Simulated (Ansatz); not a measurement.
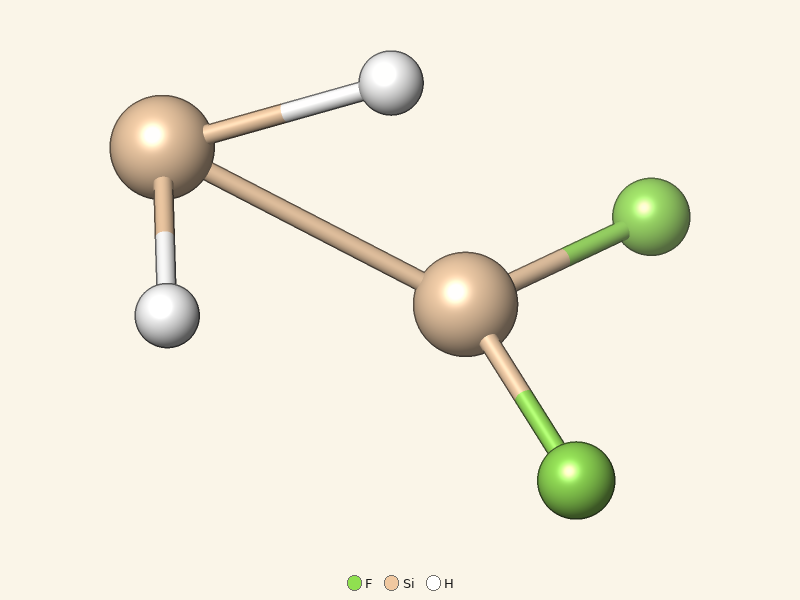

The picture shows a molecular structure as a ball-and-stick model. Every bond is drawn as one stick, whatever its order.

The geometry was computed by an optimisation with PBE0-D4/def2-TZVP. No frequency run is at hand to confirm it as a minimum.

Describe the molecule.

The molecule is F2H2Si2. The point group is C1. Coordination, clear cases only: 1 Si trigonal pyramidal.

More results for the same structure follow; atom numbers are the same in all pictures, views and colours differ.

### Electronic properties

No frequency run is at hand to confirm it as a minimum. Properties computed with RKS PBE0-D4/def2-TZVPP (Ansatz 0.2.0).

Predict the main results.

- HOMO energy (Kohn–Sham orbital): −7.80 eV
- LUMO energy (Kohn–Sham orbital): −1.58 eV
- HOMO–LUMO gap: 6.22 eV

### Dipole moment

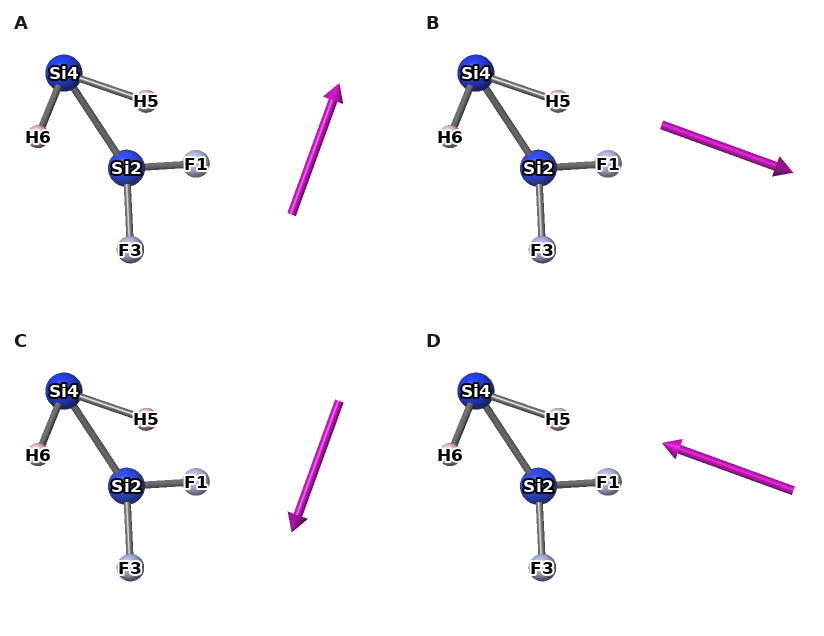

The same molecule four times, each with an arrow. No frequency run is at hand to confirm it as a minimum. Level of theory: RKS PBE0-D4/def2-TZVP (Ansatz 0.2.0).

Question: Which arrow points along the dipole moment, from the negative to the positive end?

Answer: D. The dipole moment is 0.64 D; it points from the side of F1 to the side of Si4, H6 (the outermost atoms at the two ends).

### Charges

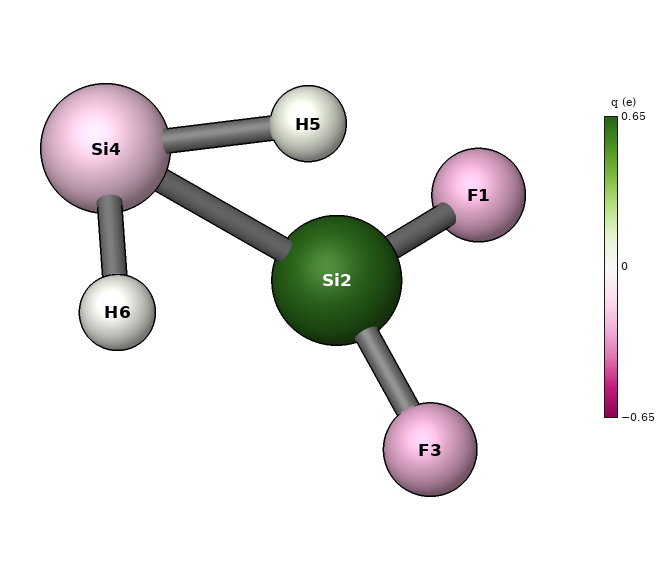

Atoms are coloured by their Mulliken charges. No frequency run is at hand to confirm it as a minimum. Method: RKS PBE0-D4/def2-TZVP (Ansatz 0.2.0).

Question: Which atom carries the highest charge (most positive or least negative)?

Answer: Si2 (0.64 e).

Question: And the lowest?

Answer: F1 (−0.27 e).

List the Mulliken charges.

| atom | value (e) |
| --- | --- |
| F1 | −0.27 |
| Si2 | 0.64 |
| F3 | −0.26 |
| Si4 | −0.19 |
| H5 | 0.05 |
| H6 | 0.03 |

Mulliken values depend strongly on the basis set and can even reverse the polarity of a bond.
